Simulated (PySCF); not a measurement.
# CrBr₂: ligand-field states, part 1 of 2

Aim: compute the ligand-field states of CrBr₂.

Programs: PySCF 2.14.0, with routines of our own; each step states its level. All values are computed. Atoms count from 0.

## 1. The system as given

3 atoms, charge 0, states of the metal's open shell are computed; geometry from: model geometry, bond lengths from ionic radii.

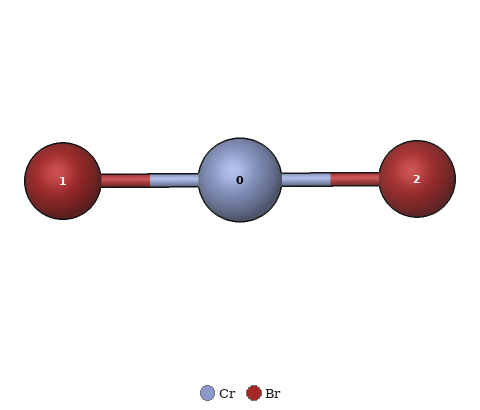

The starting geometry (chromium light blue, bromine red); sticks join atoms by distance alone.

## 2. Ligand-field states: state-averaged CASSCF

The job: settings as JSON, then the geometry in Å.

```
{"job": {"kind": "lf", "basis": {"metal": "x2c-TZVPall", "ligand": "x2c-SVPall"}, "nevpt": true}, "charge": 0, "metal": "Cr", "open_shell": "d4"}
Cr     0.000000     0.000000     0.000000
Br     0.000000     0.000000     2.420000
Br     0.000000     0.000000    -2.420000
```

Method: state-averaged CASSCF of the metal shell.

Launch:

```sh
$ OMP_NUM_THREADS=1 python lf_run.py task.json out
```

This one command runs all jobs of the session in turn.

The program printed:

```text
ValueError: cannot convert float NaN to integer
```

Run time: 7.3 s. Hardware: 1 thread of Intel Xeon 6975P-C, shared host; peak memory 0.26 GiB.

**What went wrong.** The driver itself broke with the error shown; the message names no setting of the input.

## 3. Ligand-field states: state-averaged CASSCF (bond angle at 170°)

The job: settings as JSON, then the geometry in Å.

```
{"job": {"kind": "lf", "basis": {"metal": "x2c-TZVPall", "ligand": "x2c-SVPall"}, "nevpt": true, "reuse": true}, "charge": 0, "metal": "Cr", "open_shell": "d4"}
Cr     0.000000     0.000000     0.000000
Br     0.210917     0.000000     2.410791
Br     0.210917     0.000000    -2.410791
```

Method: state-averaged CASSCF of the metal d shell, SC-NEVPT2 on the averaged canonical orbitals, state-interaction spin-orbit coupling.

The program printed:

```text
basis functions 112, electrons 94, active (4e, 5o)
stage 1: DIIS on the effective Fock matrix, level shift 0.30
cycle   1  E = -6257.5427888878  dE = -6.258e+03  max|g| = 2.086e-01
cycle   2  E = -6257.5858279445  dE = -4.304e-02  max|g| = 2.325e-01
cycle   3  E = -6257.6088197785  dE = -2.299e-02  max|g| = 1.403e-01
cycle   4  E = -6257.6317736264  dE = -2.295e-02  max|g| = 5.099e-02
cycle   5  E = -6257.6372011274  dE = -5.428e-03  max|g| = 4.078e-02
cycle   6  E = -6257.6354616391  dE =  1.739e-03  max|g| = 6.571e-02
cycle   7  E = -6257.6303201640  dE =  5.141e-03  max|g| = 1.051e-01
cycle   8  E = -6257.6145891348  dE =  1.573e-02  max|g| = 1.767e-01
cycle   9  E = -6257.5893089737  dE =  2.528e-02  max|g| = 2.598e-01
cycle  10  E = -6257.5147295232  dE =  7.458e-02  max|g| = 4.332e-01
cycle  11  E = -6257.3253488183  dE =  1.894e-01  max|g| = 7.229e-01
cycle  12  E = -6256.8491846680  dE =  4.762e-01  max|g| = 1.099e+00
cycle  13  E = -6256.1351203864  dE =  7.141e-01  max|g| = 1.208e+00
cycle  14  E = -6255.2398467856  dE =  8.953e-01  max|g| = 1.409e+00
cycle  15  E = -6254.0545653288  dE =  1.185e+00  max|g| = 2.197e+00
stage 2: quasi-Newton rotations from the point of smallest gradient
cycle  17  E = -6257.6401082731  dE = -2.907e-03  max|g| = 1.396e-02
cycle  18  E = -6257.6406290781  dE = -5.208e-04  max|g| = 1.717e-02
cycle  19  E = -6257.6407467303  dE = -1.177e-04  max|g| = 1.302e-03
cycle  20  E = -6257.6407494696  dE = -2.739e-06  max|g| = 3.329e-04
cycle  21  E = -6257.6407497917  dE = -3.221e-07  max|g| = 1.406e-04
cycle  22  E = -6257.6407498219  dE = -3.014e-08  max|g| = 4.572e-05
cycle  23  E = -6257.6407498248  dE = -2.959e-09  max|g| = 1.118e-05
cycle  24  E = -6257.6407498250  dE = -1.783e-10  max|g| = 3.412e-06
converged average energy = -6257.6407498250

 mult deg   label        CASSCF/cm-1   NEVPT2/cm-1
   5   1   5A1                 0.0           0.0
   5   1   5B1              1712.0         239.2
   5   1   5A2              1822.8         358.0
   5   1   5A1              5498.7        4711.8
   5   1   5B2              5498.7        4712.1
   3   2   3H              20231.4       17983.7
   3   1   3B1             20068.3       18298.5
   3   1   3A2             20068.3       18298.6
   3   1   3B2             21300.3       18408.6
   3   2   3H              19874.1       18475.9
   3   1   3B1             21035.0       18519.6
   3   1   3A2             22234.9       18591.5
   3   1   3A2             21106.3       18604.4
   3   1   3B2             20675.4       18606.6
   3   1   3A1             20677.4       18610.8
   3   1   3B1             22266.5       18625.3
   3   1   3B2             21985.2       19104.9
   3   2   3F              23111.5       19643.8
   3   1   3B1             23962.5       20127.0
   3   1   3A2             24014.6       20164.5
   3   1   3B1             23919.1       20437.9
   3   1   3A2             23920.3       20454.5
   3   1   3B2             24964.0       21369.8
   3   1   3A1             25173.2       22114.6
   3   2   3G              26163.8       23078.5
   3   1   3B1             26717.4       23403.7
   3   1   3A2             26717.4       23403.8
   3   2   3G              26136.2       23766.0
   3   2   3G              27148.0       24376.7
   1   1   1A1             29891.8       25815.0
   1   2   1I              28730.2       26085.4
   1   2   1I              27714.1       26147.9
   1   1   1A2             30064.4       26203.8
   1   1   1B1             30064.1       26225.3
   1   2   1I              29948.3       26606.8
   1   2   1I              30414.2       27189.5
   3   1   3A2             32658.1       27262.3
   3   1   3B1             32673.3       27283.6
   1   2   1I              30524.5       27338.7
   1   2   1G              32981.9       28379.3
   3   1   3B2             33527.3       28428.6
   3   1   3A1             33523.5       28434.0
   1   1   1B2             31992.4       28729.0
   1   1   1A1             31989.1       28730.8
   1   2   1G              32356.2       28764.3
   1   1   1A1             35123.7       28768.1
   3   1   3A1             33623.3       28770.3
   1   1   1A2             31963.6       29044.7
   1   1   1B1             31991.7       29058.9
   1   1   1A1             32145.0       29172.3
   1   1   1B2             37022.6       32040.0
   1   1   1A1             37023.1       32040.4
   1   1   1B1             39270.8       34095.7
   1   1   1A2             39285.7       34108.2
   1   1   1B1             40988.4       35246.6
   1   1   1A2             40988.4       35246.6
   1   1   1A1             42308.9       37435.6
   1   1   1B2             44550.6       38401.1
   1   1   1A1             44551.8       38403.4
   1   1   1B1             46671.8       40316.6

spin-orbit levels / cm-1
      0.00  x1  5A1 0.72 5B1 0.18 5A2 0.10
     12.33  x1  5A1 0.71 5B1 0.22 5A2 0.06
     23.77  x1  5A1 0.74 5A2 0.15 5B1 0.11
     99.16  x1  5A1 0.91 5B1 0.06
    100.49  x1  5A1 0.92 5A2 0.04 5B1 0.04
    300.44  x1  5B1 0.73 5A2 0.22 5A1 0.05
    316.52  x1  5B1 0.57 5A2 0.32 5A1 0.12
    338.72  x1  5B1 0.72 5A2 0.26
    451.97  x1  5B1 0.70 5A1 0.26 5A2 0.04
    454.28  x1  5B1 0.75 5A1 0.23
    544.72  x1  5A2 0.82 5A1 0.13 5B1 0.05
    555.94  x1  5A2 0.72 5B1 0.21 5A1 0.07
    568.05  x1  5A2 0.81 5A1 0.10 5B1 0.08
    597.68  x1  5A2 0.70 5B1 0.29
    598.34  x1  5A2 0.71 5B1 0.28
   4618.14  x2  5A1 0.50 5B2 0.50
   4735.48  x1  5A1 0.50 5B2 0.50
   4735.64  x1  5A1 0.50 5B2 0.50
   4850.19  x1  5A1 1.00
   4850.58  x1  5B2 1.00
   4962.88  x2  5B2 0.50 5A1 0.50
   5073.27  x2  5B2 0.50 5A1 0.50
  17935.77  x2  3H 0.96 3H 0.03
  18092.87  x2  3H 0.96 3H 0.04
  18260.06  x2  3H 0.90 3B1 0.04 3A2 0.04
  18319.74  x1  3B1 0.74 3H 0.17 3B2 0.03
  18319.80  x1  3A2 0.74 3H 0.17 3A1 0.03
  18354.61  x2  3B1 0.38 3A2 0.38 3H 0.12
  18402.21  x1  3B2 0.42 3A2 0.24 3B1 0.17
  18411.84  x1  3B1 0.45 3A2 0.34 3B2 0.13
```

Run time: 5.7 s. Hardware: 1 thread of Intel Xeon 6975P-C, shared host; peak memory 0.27 GiB.

From this job:

| quantity | value |
| --- | --- |
| spin-orbit constant ζ | 222 cm⁻¹ |

Powder susceptibility:

| T (K) | χT (cm³ K/mol) | μ(eff) |
| --- | --- | --- |
| 2 | 0.259 | 1.44 |
| 5 | 0.625 | 2.24 |
| 10 | 1.027 | 2.87 |
| 20 | 1.320 | 3.25 |
| 30 | 1.431 | 3.38 |
| 50 | 1.567 | 3.54 |
| 75 | 1.696 | 3.68 |
| 100 | 1.805 | 3.80 |
| 150 | 1.999 | 4.00 |
| 200 | 2.178 | 4.17 |
| 250 | 2.338 | 4.32 |
| 300 | 2.475 | 4.45 |

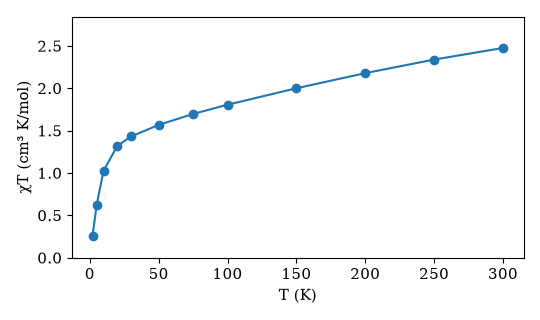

χT against temperature.

## 4. Ligand-field states: state-averaged CASSCF (bond angle at 160°)

The job: settings as JSON, then the geometry in Å.

```
{"job": {"kind": "lf", "basis": {"metal": "x2c-TZVPall", "ligand": "x2c-SVPall"}, "nevpt": true, "reuse": true}, "charge": 0, "metal": "Cr", "open_shell": "d4"}
Cr     0.000000     0.000000     0.000000
Br     0.420229     0.000000     2.383235
Br     0.420229     0.000000    -2.383235
```

With the program's defaults for keys left out, this is: state-averaged CASSCF of the metal d shell, SC-NEVPT2 on the averaged canonical orbitals, state-interaction spin-orbit coupling.

The program printed:

```text
basis functions 112, electrons 94, active (4e, 5o)
start from the orbitals of the previous structure
stage 1: DIIS on the effective Fock matrix, level shift 0.30
cycle   1  E = -6257.1980857789  dE = -6.257e+03  max|g| = 1.352e+00
cycle   2  E = -6257.5939074703  dE = -3.958e-01  max|g| = 3.506e-01
cycle   3  E = -6257.6292464413  dE = -3.534e-02  max|g| = 1.288e-01
cycle   4  E = -6257.6246818190  dE =  4.565e-03  max|g| = 9.780e-02
cycle   5  E = -6257.6185118679  dE =  6.170e-03  max|g| = 1.149e-01
cycle   6  E = -6257.6124631052  dE =  6.049e-03  max|g| = 1.285e-01
cycle   7  E = -6257.6099386156  dE =  2.524e-03  max|g| = 1.272e-01
cycle   8  E = -6257.6067997552  dE =  3.139e-03  max|g| = 1.361e-01
cycle   9  E = -6257.5984423474  dE =  8.357e-03  max|g| = 1.641e-01
cycle  10  E = -6257.5767959088  dE =  2.165e-02  max|g| = 2.169e-01
cycle  11  E = -6257.5167895735  dE =  6.001e-02  max|g| = 3.220e-01
cycle  12  E = -6257.4030343722  dE =  1.138e-01  max|g| = 4.852e-01
cycle  13  E = -6256.8944362764  dE =  5.086e-01  max|g| = 1.010e+00
cycle  14  E = -6255.1301781554  dE =  1.764e+00  max|g| = 1.800e+00
cycle  15  E = -6252.9672298594  dE =  2.163e+00  max|g| = 2.497e+00
stage 2: quasi-Newton rotations from the point of smallest gradient
cycle  17  E = -6257.6383217284  dE = -1.364e-02  max|g| = 2.427e-02
cycle  18  E = -6257.6391930495  dE = -8.713e-04  max|g| = 8.100e-03
cycle  19  E = -6257.6392839080  dE = -9.086e-05  max|g| = 2.253e-03
cycle  20  E = -6257.6392920473  dE = -8.139e-06  max|g| = 1.185e-03
cycle  21  E = -6257.6392935519  dE = -1.505e-06  max|g| = 4.061e-04
cycle  22  E = -6257.6392936641  dE = -1.122e-07  max|g| = 1.663e-04
cycle  23  E = -6257.6392936778  dE = -1.367e-08  max|g| = 1.645e-05
cycle  24  E = -6257.6392936785  dE = -7.076e-10  max|g| = 4.678e-06
converged average energy = -6257.6392936785

 mult deg   label        CASSCF/cm-1   NEVPT2/cm-1
   5   1   5B1                 0.0           0.0
   5   1   5A1             -1376.1          61.2
   5   1   5A2               431.8         464.9
   5   1   5B2              3992.1        4682.0
   5   1   5A1              3992.2        4682.4
   3   1   3B1             18554.2       18044.4
   3   1   3A2             18554.5       18044.7
   3   1   3B1             18733.6       18137.3
   3   1   3A2             18733.9       18138.7
   3   1   3B2             19727.4       18314.5
   3   1   3B1             19373.6       18328.8
   3   1   3B2             19131.7       18467.1
   3   1   3A2             20659.0       18478.9
   3   1   3B2             18451.2       18510.3
   3   1   3A1             18451.2       18510.4
   3   1   3A1             19164.3       18535.6
   3   1   3B1             20783.2       18613.1
   3   1   3A2             19649.7       18658.9
   3   1   3B2             20522.4       19112.6
   3   1   3A1             21607.9       19627.4
   3   1   3B2             21611.4       19633.6
   3   1   3B1             22334.1       20086.0
   3   1   3A2             22577.8       20214.1
   3   1   3B1             22408.2       20295.7
   3   1   3A2             22374.0       20381.4
   3   1   3B2             23388.7       21344.9
   3   1   3A1             23725.8       22131.0
   3   1   3A1             24658.2       23057.7
   3   1   3B2             24664.8       23066.8
   3   1   3B1             25172.6       23386.7
   3   1   3A2             25173.0       23387.6
   3   1   3A2             24684.4       23753.5
   3   1   3B1             24687.1       23788.5
   3   2   3G              25632.7       24325.4
   1   1   1A1             28387.4       25667.7
   1   2   1I              27179.9       25997.9
   1   2   1G              28567.5       26155.5
   1   2   1I              26282.9       26163.6
   1   2   1I              28308.7       26425.6
   1   2   1I              28857.5       27107.2
   3   1   3A2             31103.2       27174.0
   3   1   3B1             31162.1       27257.9
   1   2   1I              29035.0       27314.5
   1   2   1G              31434.5       28392.3
   3   1   3B2             32018.8       28395.1
   3   1   3A1             31976.8       28412.4
   1   1   1B2             30490.3       28680.7
   3   1   3A1             32144.7       28713.8
   1   1   1A1             30439.5       28717.6
   1   1   1A1             33624.4       28775.0
   1   1   1A2             30898.1       28780.4
   1   1   1B1             30898.0       28781.8
   1   1   1A2             30385.2       29002.9
   1   1   1B1             30491.0       29050.6
   1   1   1A1             30634.9       29143.1
   1   1   1B2             35526.0       32009.3
   1   1   1A1             35534.7       32013.4
   1   1   1B1             37693.3       34004.4
   1   1   1A2             37748.6       34049.9
   1   1   1B1             39537.0       35257.2

spin-orbit levels / cm-1
      0.00  x1  5B1 0.54 5A1 0.41 5A2 0.04
      1.30  x1  5B1 0.57 5A1 0.39 5A2 0.04
     46.60  x1  5B1 0.54 5A1 0.36 5A2 0.10
    110.84  x1  5B1 0.70 5A1 0.30
    144.32  x1  5B1 0.95 5A2 0.04
    191.33  x1  5A1 0.90 5A2 0.07 5B1 0.03
    255.43  x1  5A1 0.52 5B1 0.39 5A2 0.09
    259.50  x1  5A1 0.65 5B1 0.27 5A2 0.08
    372.45  x1  5A1 0.57 5B1 0.42
    372.57  x1  5A1 0.58 5B1 0.42
    665.83  x1  5A2 0.92 5B1 0.05
    667.11  x1  5A2 0.92 5A1 0.05 5B1 0.03
    689.58  x1  5A2 0.91 5B1 0.06
    699.70  x1  5A2 0.88 5A1 0.11
    703.91  x1  5A2 0.89 5A1 0.09
   4625.98  x2  5B2 0.50 5A1 0.50
   4743.42  x1  5B2 0.50 5A1 0.50
   4744.04  x1  5B2 0.50 5A1 0.50
   4858.65  x1  5B2 1.00
   4859.06  x1  5A1 1.00
   4971.61  x1  5A1 0.50 5B2 0.50
   4971.66  x1  5A1 0.50 5B2 0.50
   5082.28  x2  5A1 0.50 5B2 0.50
  18080.36  x1  3A2 0.42 3B1 0.26 3B1 0.13
  18080.59  x1  3B1 0.42 3A2 0.26 3B1 0.13
  18151.86  x1  3B1 0.84 3A1 0.05 3B1 0.04
  18152.53  x1  3A2 0.85 3B2 0.05 3A2 0.04
  18174.39  x1  3B1 0.62 3A2 0.17 3A2 0.13
  18174.52  x1  3A2 0.61 3B1 0.18 3B1 0.14
  18253.31  x1  3A2 0.29 3B1 0.24 3A2 0.23
```

It took 5.6 s on 1 thread of Intel Xeon 6975P-C, shared host; peak memory 0.27 GiB.

Warnings kept with the result: spin Hamiltonian not valid, low-lying orbital states.

Key values:

| quantity | value |
| --- | --- |
| spin-orbit constant ζ | 221 cm⁻¹ |

Powder susceptibility:

| T (K) | χT (cm³ K/mol) | μ(eff) |
| --- | --- | --- |
| 2 | 0.716 | 2.39 |
| 20 | 1.113 | 2.98 |
| 100 | 1.728 | 3.72 |
| 300 | 2.491 | 4.46 |

## 5. Ligand-field states: state-averaged CASSCF (bond angle at 150°)

The job: settings as JSON, then the geometry in Å.

```
{"job": {"kind": "lf", "basis": {"metal": "x2c-TZVPall", "ligand": "x2c-SVPall"}, "nevpt": true, "reuse": true}, "charge": 0, "metal": "Cr", "open_shell": "d4"}
Cr     0.000000     0.000000     0.000000
Br     0.626342     0.000000     2.337540
Br     0.626342     0.000000    -2.337540
```

With the program's defaults for keys left out, this is: state-averaged CASSCF of the metal d shell, SC-NEVPT2 on the averaged canonical orbitals, state-interaction spin-orbit coupling.

The program printed:

```text
basis functions 112, electrons 94, active (4e, 5o)
start from the orbitals of the previous structure
stage 1: DIIS on the effective Fock matrix, level shift 0.30
cycle   1  E = -6257.2402894644  dE = -6.257e+03  max|g| = 1.138e+00
cycle   2  E = -6257.5942419681  dE = -3.540e-01  max|g| = 3.131e-01
cycle   3  E = -6257.6270878826  dE = -3.285e-02  max|g| = 1.176e-01
cycle   4  E = -6257.6221987393  dE =  4.889e-03  max|g| = 1.187e-01
cycle   5  E = -6257.6160184519  dE =  6.180e-03  max|g| = 1.393e-01
cycle   6  E = -6257.6098610683  dE =  6.157e-03  max|g| = 1.555e-01
cycle   7  E = -6257.6074455457  dE =  2.416e-03  max|g| = 1.323e-01
cycle   8  E = -6257.6046690941  dE =  2.776e-03  max|g| = 1.375e-01
cycle   9  E = -6257.5997203582  dE =  4.949e-03  max|g| = 1.467e-01
cycle  10  E = -6257.5825333021  dE =  1.719e-02  max|g| = 1.666e-01
cycle  11  E = -6257.5255119644  dE =  5.702e-02  max|g| = 2.712e-01
cycle  12  E = -6257.3856839900  dE =  1.398e-01  max|g| = 4.535e-01
cycle  13  E = -6256.8761967871  dE =  5.095e-01  max|g| = 9.169e-01
cycle  14  E = -6255.4970433958  dE =  1.379e+00  max|g| = 1.672e+00
cycle  15  E = -6253.6549225126  dE =  1.842e+00  max|g| = 2.247e+00
stage 2: quasi-Newton rotations from the point of smallest gradient
cycle  17  E = -6257.6360897505  dE = -9.002e-03  max|g| = 1.613e-02
cycle  18  E = -6257.6366603976  dE = -5.706e-04  max|g| = 1.630e-02
cycle  19  E = -6257.6367758036  dE = -1.154e-04  max|g| = 3.787e-03
cycle  20  E = -6257.6367854710  dE = -9.667e-06  max|g| = 4.834e-04
cycle  21  E = -6257.6367859594  dE = -4.885e-07  max|g| = 1.523e-04
cycle  22  E = -6257.6367860107  dE = -5.123e-08  max|g| = 5.448e-05
cycle  23  E = -6257.6367860161  dE = -5.420e-09  max|g| = 2.081e-05
cycle  24  E = -6257.6367860167  dE = -6.376e-10  max|g| = 3.836e-06
converged average energy = -6257.6367860167

 mult deg   label        CASSCF/cm-1   NEVPT2/cm-1
   5   1   5B1                 0.0           0.0
   5   1   5A1              -843.3         537.2
   5   1   5A2               932.5        1008.7
   5   1   5B2              4306.3        5004.7
   5   1   5A1              4306.6        5009.0
   3   1   3B1             18754.3       18057.0
   3   1   3A2             18755.6       18058.3
   3   1   3B1             19460.6       18447.2
   3   1   3B2             19319.9       18505.8
   3   1   3B2             19979.8       18636.8
   3   1   3B1             19148.0       18647.2
   3   1   3A2             20865.2       18667.4
   3   1   3A2             19157.4       18689.4
   3   1   3A1             19468.3       18788.0
   3   1   3B2             18902.2       18928.8
   3   1   3A1             18903.0       18933.4
   3   1   3B1             21133.6       18962.1
   3   1   3A2             20041.7       19119.2
   3   1   3B2             20915.2       19467.6
   3   1   3A1             21937.9       19985.1
   3   1   3B2             21955.7       20021.1
   3   1   3B1             22497.5       20166.6
   3   1   3A2             22638.3       20656.3
   3   1   3A2             23010.2       20667.5
   3   1   3B1             22694.2       20688.3
   3   1   3B2             23612.6       21698.6
   3   1   3A1             24142.7       22536.7
   3   1   3A1             24962.3       23382.7
   3   1   3B2             24992.7       23424.0
   3   1   3B1             25465.8       23864.9
   3   1   3A2             25470.1       23870.0
   3   1   3A2             25060.6       23985.2
   3   1   3B1             25070.8       24060.7
   3   2   3G              25942.8       24618.0
   1   1   1A1             28698.1       25795.4
   1   1   1B1             27398.4       26182.9
   1   1   1A2             27398.4       26182.9
   1   1   1A2             28862.5       26412.7
   1   2   1I              26707.6       26523.7
   1   2   1I              28412.4       26541.8
   1   1   1B1             28868.7       26592.0
   1   1   1A2             29150.2       27306.3
   1   1   1B1             29152.9       27333.7
   3   1   3A2             31355.0       27421.8
   1   1   1A1             29371.7       27591.8
   3   1   3B1             31481.1       27604.6
   1   1   1B2             29379.8       27620.3
   3   1   3A1             32214.6       28680.0
   3   1   3B2             32332.4       28714.8
   1   2   1G              31718.2       28823.1
   1   1   1B2             30810.2       28977.8
   1   1   1A1             30635.5       29035.9
   3   1   3A1             32529.3       29077.8
   1   1   1A1             33963.0       29189.8
   1   1   1A2             31310.6       29211.1
   1   1   1B1             31308.5       29213.0
   1   1   1A2             30592.4       29298.3
   1   1   1B1             30808.9       29382.8
   1   1   1A1             30992.3       29493.0
   1   1   1B2             35868.4       32345.0

spin-orbit levels / cm-1
      0.00  x1  5B1 0.91 5A1 0.08
      1.18  x1  5B1 0.91 5A1 0.08
     27.67  x1  5B1 0.95 5A1 0.03
     45.49  x1  5B1 0.98
     51.52  x1  5B1 0.99
    553.66  x1  5A1 0.90 5A2 0.09
    561.15  x1  5A1 0.87 5A2 0.09 5B1 0.04
    596.80  x1  5A1 0.94 5A2 0.04
    640.07  x1  5A1 0.89 5B1 0.09
    645.58  x1  5A1 0.92 5B1 0.08
   1085.96  x1  5A2 0.98
   1091.64  x1  5A2 0.96 5A1 0.04
   1105.20  x1  5A2 0.96
   1127.88  x1  5A2 0.90 5A1 0.10
   1129.17  x1  5A2 0.90 5A1 0.09
   4841.85  x2  5B2 0.50 5A1 0.49
   4959.45  x1  5B2 0.51 5A1 0.49
   4960.72  x1  5B2 0.51 5A1 0.49
   5073.53  x1  5B2 1.00
   5077.83  x1  5A1 1.00
   5188.87  x1  5A1 0.51 5B2 0.49
   5188.89  x1  5A1 0.51 5B2 0.49
   5299.89  x2  5A1 0.50 5B2 0.49
  18016.06  x1  3A2 0.54 3B1 0.42
  18016.95  x1  3B1 0.55 3A2 0.42
  18091.57  x1  3B1 0.96
  18094.13  x1  3A2 0.97
  18165.72  x1  3B1 0.55 3A2 0.40
  18166.68  x1  3A2 0.56 3B1 0.40
  18427.18  x1  3B2 0.43 3B1 0.28 3A2 0.20
```

Run time: 5.7 s. Hardware: 1 thread of Intel Xeon 6975P-C, shared host; peak memory 0.27 GiB.

Key values:

| quantity | value |
| --- | --- |
| spin-orbit constant ζ | 220 cm⁻¹ |

Powder susceptibility:

| T (K) | χT (cm³ K/mol) | μ(eff) |
| --- | --- | --- |
| 2 | 1.182 | 3.08 |
| 20 | 1.859 | 3.86 |
| 100 | 2.388 | 4.37 |
| 300 | 2.664 | 4.62 |

(Continued in part 2 of 2.)
